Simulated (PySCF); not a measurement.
# ClF, SMILES `ClF`: electronic structure

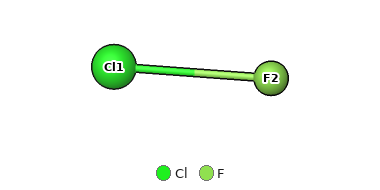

The molecule, with its atoms numbered as below. No frequency check shows the geometry to be a minimum.

Cartesian coordinates (Å):

```
Cl1      0.5821    0.0000    0.0000
F2      -1.0995    0.0000    0.0000
```

### 1. Bonding charge

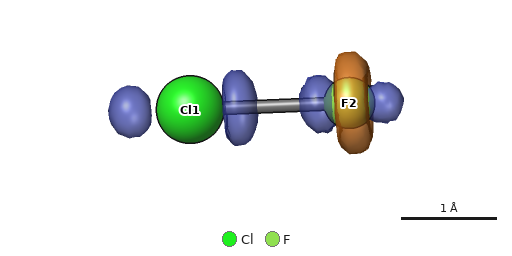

Deformation density (molecule less spherical, spin-averaged free atoms at the same positions), surfaces at ±0.3 e/Å³; orange: gain, blue: loss.

PySCF calculation, B3LYP/aug-cc-pVDZ, gas phase; geometry: GFN2-xTB.

Question: Describe the bonding that the map shows.

Answer: Cl1–F2: −0.17 e/Å³ at the bond critical point (bond length 1.68 Å). In all, 0.7 electrons gather in the regions of gain relative to the promolecule. A small or negative value marks a very polar bond, one between electron-rich atoms, whose free-atom densities already overlap strongly, a long bond to a heavier atom, or a closed-shell contact such as a hydrogen bond.

Question: Where do the Hirshfeld charges lie?

Answer: The highest Hirshfeld charge is on Cl1 (+0.11 e), the lowest on F2 (−0.11 e).

### 2. Bond critical points

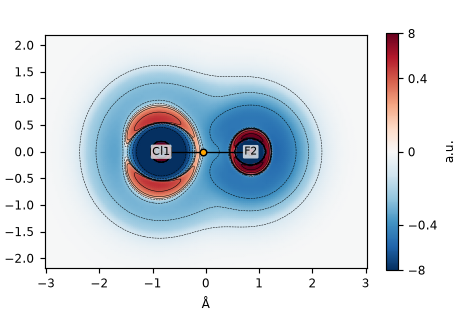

Negative Laplacian of the density (−∇²ρ) in a plane that holds the bond (red positive, blue negative, colour scale in a.u., logarithmic beyond ±0.04), with bond paths and bond critical points (dots).

Question: Sort the bonds in the plane by the sign of ∇²ρ at their critical points.

Answer: At none is it concentrated. Depleted (∇²ρ > 0): Cl1–F2 (+0.07 a.u., H = −0.113). A positive Laplacian with clearly negative H marks a strongly polar covalent bond, whose critical point lies close to the core of the less electronegative atom.

### 3. Local ionisation energy

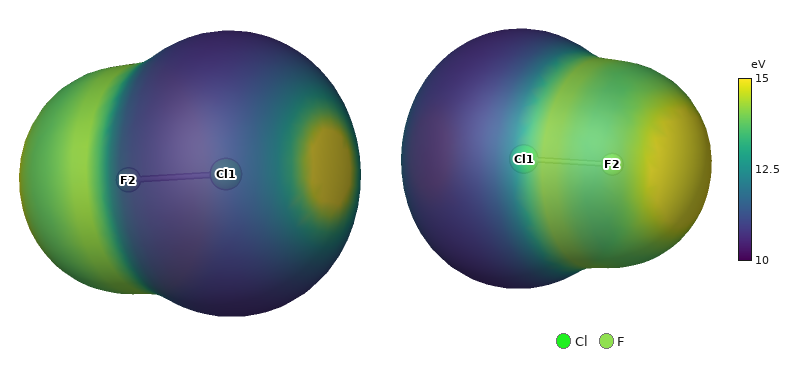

Average local ionisation energy on the surface of electron density 0.001 a.u. (back view left, front view right).

Question: Locate the minima of the map.

Answer: The lowest value is 10.7 eV, 2.1 Å from Cl1, and at like points elsewhere. For comparison, the highest occupied orbital lies at −9.4 eV.

### 4. Removing or adding an electron

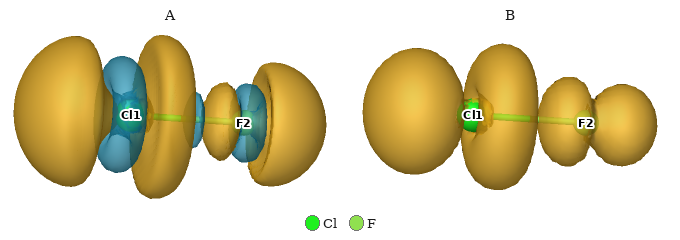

The Fukui function f⁺ from two separate SCF calculations and the density of the LUMO, at ±0.03 e/Å³ (yellow positive, teal negative).

Computed with PySCF, PBE0/def2-TZVP, geometry: GFN2-xTB.

Question: Which panel is which, and how good is the frozen-orbital picture?

Answer: A is f⁺ (it has negative regions), B the LUMO density. The LUMO lies on Cl1 (67 %) and F2 (33 %); f⁺ (Hirshfeld-condensed) is largest on Cl1 (0.69); the vertical electron affinity is 0.67 eV (the stability of the anion's solution wasn't checked; the anion's highest orbital has positive energy, so this value and f⁺ depend on the basis). Relaxation shifts 2 % of the electron between atoms. The orbital energy is −3.60 eV.

### 5. Localised orbitals

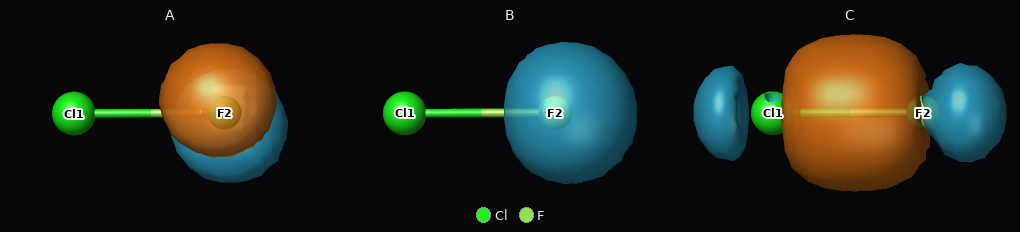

Intrinsic bond orbitals (IBO), occupied; each surface holds about 85 % of the orbital's density. Energies are diagonal elements of the Fock matrix.

Method: ωB97X/def2-SVP; geometry: GFN2-xTB; program: PySCF.

Question: Identify each orbital.

Answer: By panel:
- A: lone pair on F2 (p-type) (F2 100 %; −14.9 eV)
- B: lone pair on F2 (s-type) (F2 100 %; −31.3 eV)
- C: σ bond F2–Cl1 (F2 64 %, Cl1 36 %; −22.4 eV)

Question: Which has the smallest and which the largest spatial spread?

Answer: Smallest: B (0.60 Å); largest: C (0.88 Å).

The PySCF runs shown took 2.5 s, 21 s and 1.4 s on 1 thread of Arm Neoverse V1 (shared host).
